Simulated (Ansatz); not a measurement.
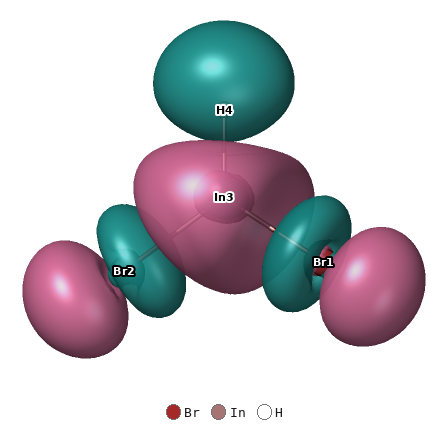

The picture shows: Br$_{2}$HIn (SMILES [Br][InH][Br]). The LUMO at ±0.06 Å⁻³ᐟ² (teal and pink are the two phases), seen at a tilt.

Geometry: PBE0-D4/def2-SVP; core potentials replace the inner electrons of In.

These are results of isolated molecule in a Gaussian basis; Kohn-Sham density functional theory, functional PBE0 in Ansatz, not measurements.

The calculation's input:

```
crystal:
  periodic: [false, false, false]
  atoms:
    - symbol: Br
      position_ang: [-1.792508, 0.936082, -1.159658]
    - symbol: Br
      position_ang: [0.619057, -2.274941, -0.170570]
    - symbol: In
      position_ang: [0.151289, 0.134668, 0.145938]
    - symbol: H
      position_ang: [1.077661, 1.143991, 1.163989]
basis:
  gaussian:
    orbitals: def2-TZVPD
magnetization:
  spin_polarized: false
  initial_magnetization: 0
hamiltonian:
  xc: {name: PBE0}
output: {forces: true, orbitals: {seedname: orbitals}}
```

Run with:

```sh
ansatz run input.yaml --threads 2 --pin off --max-ram 5220MiB --events-out events.jsonl --progress --plain --runs-dir runs
```

Q: What is the character of this orbital?

A: Its weight (Hirshfeld) is mainly on In3 (about 45 %), Br1 (about 20 %), Br2 (about 20 %) and H4 (about 15 %); it is symmetric in the molecular plane (an in-plane orbital: σ, lone-pair or in-plane π type). Its energy is −2.12 eV.
